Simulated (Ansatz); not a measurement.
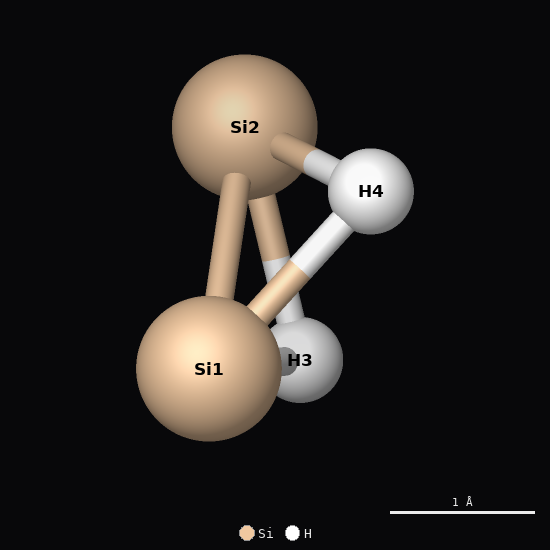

The computed structure is the end point of a PBE0-D4/def2-TZVP optimisation. No frequency run is at hand to confirm it as a minimum.

Give the bond lengths.

```tsv
bond	length (Å)
Si1–Si2	2.202
Si1–H3	1.677
Si1–H4	1.677
Si2–H3	1.677
Si2–H4	1.677
```
